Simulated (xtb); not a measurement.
Run report: C₂H₅BF, geometry relaxation (part 1 of 3)

System: C₂H₅BF, multiplicity 2.
Method: GFN2-xTB (xtb 6.7.1).

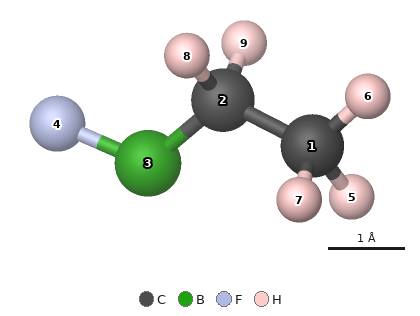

**Figure 1.** The starting structure (ball-and-stick view, seen at a tilt; atoms are numbered from 1 in the order of the input).

### Summary

```tsv
quantity	value
outcome	converged
electrons treated	23
total energy	−12.740727 hartree
dispersion energy	−0.003292 hartree
basis functions	21
zero-point energy	0.068498 hartree
dipole moment	1.13 D
wavenumbers, lowest and highest	95 and 3053 cm⁻¹
hardware	1 thread of Intel Xeon @ 2.50GHz (Skylake/Cascade Lake), 189 GiB of memory available, shared host
peak memory	0.073 GiB
```

Settings chosen away from the usual ones: method = gfn2-xtb; task = optfreq; opt_level = crude; x = {}; partner = base. These settings are looser than, or depart from, a standard set-up, so the numbers are not reference values for this system. The record of the run, not the program, notes: no spin polarisation: high-spin states lie too high. Notes on the run: -1- hessian_numhess: Hessian on incompletely optimized geometry!.

### The input (coord)
```
$coord
      0.534905876837      1.952238264828     -0.121131444589  c
     -0.649423279989     -0.543352952614      0.017612247482  c
      0.907522074090     -2.898008395681      0.199044852707  b
     -0.178579118777     -5.195783082397      0.685819405149  f
      2.075958634208      1.893146528911     -1.640735810445  h
     -0.644321019452      3.503457748750     -0.527649328518  h
      1.637863426736      2.475692401350      1.382750399911  h
     -2.046252139529     -0.341322332630      1.623142460225  h
     -1.820543251203     -0.871258229759     -1.568415991656  h
$end
```

### File detailed.inp
```
$chrg 0
$spin 1
$end
```

Run as:
```bash
xtb coord --gfn2 --ohess crude --input detailed.inp | tee out.txt
```

### What the program printed
```
* xtb version 6.7.1
   ID    Z sym.   atoms
    1    6 c      1, 2
    2    5 b      3
    3    9 f      4
    4    1 h      5-9

           -------------------------------------------------
          |                Calculation Setup                |
           -------------------------------------------------

          program call               : xtb coord --gfn2 --ohess crude --input detailed.inp
          coordinate file            : coord
          omp threads                :                     1

           -------------------------------------------------
          |                 G F N 2 - x T B                 |
           -------------------------------------------------

      * Hamiltonian:
        H0-scaling (s, p, d)           1.850000    2.230000    2.230000
        zeta-weighting                 0.500000
      * Dispersion:
        s8                             2.700000
        a1                             0.520000
        a2                             5.000000
        s9                             5.000000
      * Repulsion:
        kExp                           1.500000    1.000000
        rExp                           1.000000
      * Coulomb:
        alpha                          2.000000
        third order                    shell-resolved
        anisotropic                    true
        a3                             3.000000
        a5                             4.000000
        cn-shift                       1.200000
        cn-exp                         4.000000
        max-rad                        5.000000

          ...................................................
          :                      SETUP                      :
          :.................................................:
          :  # basis functions                  21          :
          :  # atomic orbitals                  21          :
          :  # shells                           13          :
          :  # electrons                        23          :
          :  max. iterations                   250          :
          :  Hamiltonian                  GFN2-xTB          :
          :  restarted?                      false          :
          :  GBSA solvation                  false          :
          :  PC potential                    false          :
          :  electronic temp.          300.0000000     K    :
          :  accuracy                    1.0000000          :
          :  -> integral cutoff          0.2500000E+02      :
          :  -> integral neglect         0.1000000E-07      :
          :  -> SCF convergence          0.1000000E-05 Eh   :
          :  -> wf. convergence          0.1000000E-03 e    :
          :  Broyden damping             0.4000000          :
          :  net charge                          0          :
          :  unpaired electrons                  1          :
          ...................................................

 iter      E             dE          RMSdq      gap      omega  full diag
   1    -12.8068355 -0.128068E+02  0.645E+00    1.36       0.0  T
   2    -12.8630518 -0.562163E-01  0.411E+00    1.42       1.0  T
   3    -12.8633348 -0.282999E-03  0.138E+00    1.70       1.0  T
   4    -12.8685171 -0.518229E-02  0.416E-01    1.85       1.0  T
   5    -12.8694061 -0.889045E-03  0.229E-01    1.83       1.0  T
   6    -12.8696187 -0.212557E-03  0.518E-02    1.82       1.0  T
   7    -12.8696281 -0.944473E-05  0.246E-02    1.82       1.4  T
   8    -12.8696331 -0.493304E-05  0.435E-03    1.82       7.7  T
   9    -12.8696330  0.569713E-07  0.416E-03    1.82       8.0  T
  10    -12.8696332 -0.228825E-06  0.248E-04    1.82     134.4  T
  11    -12.8696332  0.309672E-10  0.162E-04    1.82     205.7  T

   *** convergence criteria satisfied after 11 iterations ***

         #    Occupation            Energy/Eh            Energy/eV
      -------------------------------------------------------------
         1        2.0000           -0.7905171             -21.5111
       ...           ...                  ...                  ...
         6        2.0000           -0.5058647             -13.7653
         7        2.0000           -0.5004659             -13.6184
         8        2.0000           -0.4936552             -13.4330
         9        2.0000           -0.4679566             -12.7337
        10        2.0000           -0.4348111             -11.8318
        11        2.0000           -0.4316966             -11.7471
        12        1.0000           -0.2938343              -7.9956 (HOMO)
        13                         -0.2268581              -6.1731 (LUMO)
        14                          0.0869473               2.3660
        15                          0.1373832               3.7384
        16                          0.1827899               4.9740
        17                          0.2160128               5.8780
       ...                                ...                  ...
        21                          0.4287959              11.6681
      -------------------------------------------------------------
                  HL-Gap            0.0669761 Eh            1.8225 eV
             Fermi-level           -0.3115558 Eh           -8.4779 eV

 SCC (total)                   0 d,  0 h,  0 min,  0.008 sec
 SCC setup                      ...        0 min,  0.000 sec (  1.524%)
 Dispersion                     ...        0 min,  0.000 sec (  0.940%)
 classical contributions        ...        0 min,  0.000 sec (  0.297%)
 integral evaluation            ...        0 min,  0.001 sec ( 14.059%)
 iterations                     ...        0 min,  0.004 sec ( 52.769%)
 molecular gradient             ...        0 min,  0.002 sec ( 27.219%)
 printout                       ...        0 min,  0.000 sec (  2.944%)

         :::::::::::::::::::::::::::::::::::::::::::::::::::::
         ::                     SUMMARY                     ::
         :::::::::::::::::::::::::::::::::::::::::::::::::::::
         :: total energy             -12.722624387318 Eh    ::
         :: gradient norm              0.137543247202 Eh/a0 ::
         :: HOMO-LUMO gap              1.822513792072 eV    ::
         ::.................................................::
         :: SCC energy               -12.869632823360 Eh    ::
         :: -> isotropic ES            0.028000591653 Eh    ::
         :: -> anisotropic ES          0.001249678676 Eh    ::
         :: -> anisotropic XC          0.001468317743 Eh    ::
         :: -> dispersion             -0.003289390013 Eh    ::
         :: repulsion energy           0.147008436042 Eh    ::
         :: add. restraining           0.000000000000 Eh    ::
         :: total charge               0.000000000000 e     ::
         :::::::::::::::::::::::::::::::::::::::::::::::::::::

      -----------------------------------------------------------
     |                   =====================                   |
     |                        A N C O P T                        |
     |                   =====================                   |
     |               Approximate Normal Coordinate               |
     |                Rational Function Optimizer                |
      -----------------------------------------------------------
      -----------------------------------------------------------
     |                   =====================                   |
     |                        A N C O P T                        |
     |                   =====================                   |
     |               Approximate Normal Coordinate               |
     |                Rational Function Optimizer                |
      -----------------------------------------------------------

          ...................................................
          :                      SETUP                      :
          :.................................................:
          :   optimization level             crude          :
          :   max. optcycles                   200          :
          :   ANC micro-cycles                  20          :
          :   degrees of freedom                21          :
          :.................................................:
          :   RF solver                   davidson          :
          :   write xtbopt.log                true          :
          :   linear?                        false          :
          :   energy convergence         0.5000000E-03 Eh   :
          :   grad. convergence          0.1000000E-01 Eh/α :
          :   maxmium RF displ.          1.0000000          :
          :   Hlow (freq-cutoff)         0.1000000E-01      :
          :   Hmax (freq-cutoff)         5.0000000          :
          :   S6 in model hess.         20.0000000          :
          ...................................................

generating ANC from exact Hessian ...
Using Lindh-Hessian (1995)
 Shifting diagonal of input Hessian by    0.0000000000000000
 Lowest  eigenvalues of input Hessian
    0.000000    0.000000    0.000000    0.000000    0.000000    0.000000
    0.012755    0.018605    0.022914    0.051473    0.064351    0.069834
    0.088850    0.095062    0.112755    0.137211    0.159567    0.170132
 Highest eigenvalues
    0.977655    1.067709    1.084303    1.302888    1.390039    1.572647

........................................................................
.............................. CYCLE    1 ..............................
........................................................................

 iter      E             dE          RMSdq      gap      omega  full diag
   1    -12.8696332 -0.128696E+02  0.162E-05    1.82       0.0  T
   2    -12.8696332 -0.101785E-11  0.104E-05    1.82    3201.6  T
   3    -12.8696332 -0.254019E-12  0.483E-06    1.82    6901.5  T
     SCC iter.                  ...        0 min,  0.002 sec
     gradient                   ...        0 min,  0.002 sec
 * total energy  :   -12.7226244 Eh     change       -0.3580301E-09 Eh
   gradient norm :     0.1375425 Eh/α   predicted     0.0000000E+00 (-100.00%)
   displ. norm   :     0.2383118 α      lambda       -0.2363069E-01
   maximum displ.:     0.1145532 α      in ANC's #14, #17, #8, ...

........................................................................
.............................. CYCLE    2 ..............................
........................................................................

 iter      E             dE          RMSdq      gap      omega  full diag
   1    -12.8636321 -0.128636E+02  0.479E-01    1.86       0.0  T
   2    -12.8637369 -0.104854E-03  0.285E-01    1.86       1.0  T
   3    -12.8637458 -0.890335E-05  0.660E-02    1.85       1.0  T
   4    -12.8637500 -0.418428E-05  0.222E-02    1.85       1.5  T
   5    -12.8637505 -0.453319E-06  0.839E-03    1.85       4.0  T
   6    -12.8637508 -0.346041E-06  0.321E-03    1.85      10.4  T
   7    -12.8637508 -0.282451E-08  0.487E-04    1.85      68.5  T
   8    -12.8637508 -0.139764E-09  0.247E-04    1.85     134.9  T
     SCC iter.                  ...        0 min,  0.003 sec
     gradient                   ...        0 min,  0.002 sec
 * total energy  :   -12.7379841 Eh     change       -0.1535976E-01 Eh
   gradient norm :     0.0549332 Eh/α   predicted    -0.1248637E-01 ( -18.71%)
   displ. norm   :     0.1178103 α      lambda       -0.4766994E-02
   maximum displ.:     0.0571137 α      in ANC's #17, #8, #14, ...

........................................................................
.............................. CYCLE    3 ..............................
........................................................................

 iter      E             dE          RMSdq      gap      omega  full diag
   1    -12.8637998 -0.128638E+02  0.275E-01    1.89       0.0  T
   2    -12.8638753 -0.754955E-04  0.167E-01    1.89       1.0  T
   3    -12.8638791 -0.383037E-05  0.608E-02    1.88       1.0  T
   4    -12.8638802 -0.108653E-05  0.143E-02    1.88       2.3  T
   5    -12.8638805 -0.308011E-06  0.541E-03    1.88       6.2  T
   6    -12.8638807 -0.154466E-06  0.162E-03    1.88      20.6  T
   7    -12.8638807 -0.343308E-09  0.839E-04    1.88      39.7  T
   8    -12.8638807 -0.829592E-09  0.127E-04    1.88     261.9  T
     SCC iter.                  ...        0 min,  0.003 sec
     gradient                   ...        0 min,  0.002 sec
 * total energy  :   -12.7405606 Eh     change       -0.2576491E-02 Eh
   gradient norm :     0.0127301 Eh/α   predicted    -0.2416579E-02 (  -6.21%)
   displ. norm   :     0.0528314 α      lambda       -0.2258613E-03
   maximum displ.:     0.0308848 α      in ANC's #1, #2, #3, ...

........................................................................
.............................. CYCLE    4 ..............................
........................................................................

 iter      E             dE          RMSdq      gap      omega  full diag
   1    -12.8645129 -0.128645E+02  0.125E-01    1.89       0.0  T
   2    -12.8645160 -0.312627E-05  0.778E-02    1.89       1.0  T
   3    -12.8645160  0.133563E-07  0.109E-02    1.89       3.1  T
   4    -12.8645162 -0.207014E-06  0.337E-03    1.89       9.9  T
   5    -12.8645162 -0.246368E-07  0.162E-03    1.89      20.6  T
   6    -12.8645163 -0.920786E-08  0.560E-04    1.89      59.6  T
   7    -12.8645163 -0.860965E-10  0.248E-04    1.89     134.4  T
     SCC iter.                  ...        0 min,  0.003 sec
     gradient                   ...        0 min,  0.002 sec
 * total energy  :   -12.7407265 Eh     change       -0.1658978E-03 Eh
   gradient norm :     0.0062825 Eh/α   predicted    -0.1132468E-03 ( -31.74%)
   displ. norm   :     0.0703115 α      lambda       -0.1402542E-03
   maximum displ.:     0.0371247 α      in ANC's #1, #2, #3, ...

   *** GEOMETRY OPTIMIZATION CONVERGED AFTER 4 ITERATIONS ***

------------------------------------------------------------------------
 total energy gain   :        -0.0181021 Eh      -11.3593 kcal/mol
 total RMSD          :         0.1183228 a0        0.0626 Å
 total power (kW/mol):       -11.8817950 (step)-1688.1873 (real)
------------------------------------------------------------------------

 ANCopt (total)                0 d,  0 h,  0 min,  0.028 sec
 optimizer setup                ...        0 min,  0.000 sec (  0.422%)
 model hessian                  ...        0 min,  0.001 sec (  3.798%)
 ANC generation                 ...        0 min,  0.000 sec (  0.853%)
 coordinate transformation      ...        0 min,  0.000 sec (  0.228%)
 single point calculation       ...        0 min,  0.025 sec ( 87.003%)
 optimization log               ...        0 min,  0.000 sec (  1.427%)
 hessian update                 ...        0 min,  0.000 sec (  0.198%)
 rational function              ...        0 min,  0.001 sec (  1.891%)

================
 final structure:
================
$coord
        0.65903191489472        2.00522648748725       -0.19968650584809      c
       -0.70068005309129       -0.53124595572684        0.03494338621561      c
        0.95457724850982       -2.99861242029573        0.29842307362425      b
       -0.20464865503449       -5.16969330480110        0.71145856810358      f
        2.01024617705809        1.96438302700594       -1.74344134267854      h
       -0.68350145966948        3.52804183063795       -0.55447626458771      h
        1.67455656761297        2.44637300389676        1.53931681829499      h
       -2.02426479463327       -0.44766154026673        1.62351237949927      h
       -1.86818574272606       -0.82200117717950       -1.65961332235736      h
$eht charge=0 unpaired=1
$end

 Bond Distances (Angstroems)
 ---------------------------
C1-C2=1.5280         C1-H5=1.0859         C1-H6=1.0906         C1-H7=1.0909         C2-C1=1.5280         C2-B3=1.5784
C2-H8=1.0951         C2-H9=1.0998         B3-C2=1.5784         B3-F4=1.3206         F4-B3=1.3206         H5-C1=1.0859
H6-C1=1.0906         H7-C1=1.0909         H8-C2=1.0951         H9-C2=1.0998
 C  H  Rav=1.0924 sigma=0.0047  Rmin=1.0859  Rmax=1.0998     5
 C  B  Rav=1.5784 sigma=0.0000  Rmin=1.5784  Rmax=1.5784     1
 C  C  Rav=1.5280 sigma=0.0000  Rmin=1.5280  Rmax=1.5280     1
 F  B  Rav=1.3206 sigma=0.0000  Rmin=1.3206  Rmax=1.3206     1

 selected bond angles (degree)
 --------------------
H5-C1-C2=110.72                H6-C1-C2=110.87                H6-C1-H5=108.31                H7-C1-C2=110.57
H7-C1-H5=108.33                H7-C1-H6=107.94                B3-C2-C1=118.20                H8-C2-C1=109.15
H8-C2-B3=108.70                H9-C2-C1=108.73                H9-C2-B3=105.55                H9-C2-H8=105.80
F4-B3-C2=118.46

 selected dihedral angles (degree)
```
